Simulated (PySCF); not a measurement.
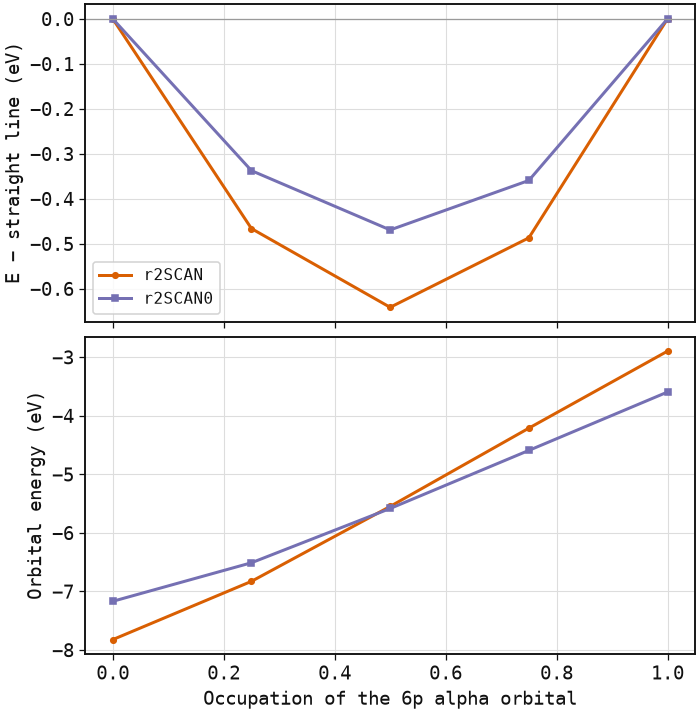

One 6p alpha orbital of neutral thallium ([Xe] 4f¹⁴ 5d¹⁰ 6s² 6p) is emptied in steps. The plot gives the energy less the straight line between the integer ends; the lower panel gives the orbital energy. PySCF, def2-TZVP with a 60-electron core potential, unrestricted single determinants, no spin-orbit coupling.

Q: What do the curves say about each method?

A: r2SCAN: convex (delocalisation error), largest departure −0.64 eV, removal energy 5.500 eV, orbital energy from −2.90 eV when full to −7.82 eV when empty; r2SCAN0: convex (delocalisation error), largest departure −0.47 eV, removal energy 5.531 eV, orbital energy from −3.60 eV when full to −7.17 eV when empty. The measured removal energy is 6.108 eV. The exact energy is a straight line between whole electron numbers.
